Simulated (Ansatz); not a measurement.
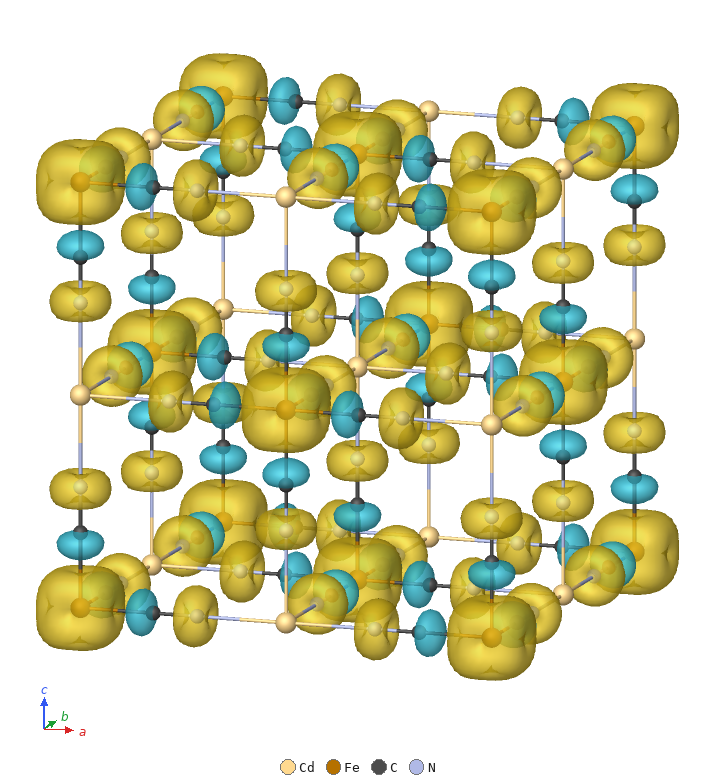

CdFeC6N6. Isosurfaces of the spin density (up minus down) at +0.02 (yellow) and −0.02 e/Å³ (cyan), seen slightly off an axis. Sticks mark near contacts.

Space group Fm-3m; a structure generated by program, which may or may not match a known phase; spin-polarised.

All numbers below come from DFT PBE, scalar-relativistic, plane waves, PAW in Ansatz 0.2.0.

The density is the valence pseudo-density of a PAW calculation; it isn't the true density close to the nuclei.

CdFeC6N6, 56 atoms, a = 10.86 Å, b = 10.86 Å, c = 10.86 Å, α = 90.00°, β = 90.00°, γ = 90.00°.

### Where is the spin, and how is it ordered?

The spin density sits on Fe: +1.5 μB (×4) in one cell of 56 atoms: parallel main moments, as they must be, since the calculation's own cell holds one magnetic site. The cell of the calculation (14 atoms) carries 2.0 μB of net spin moment.
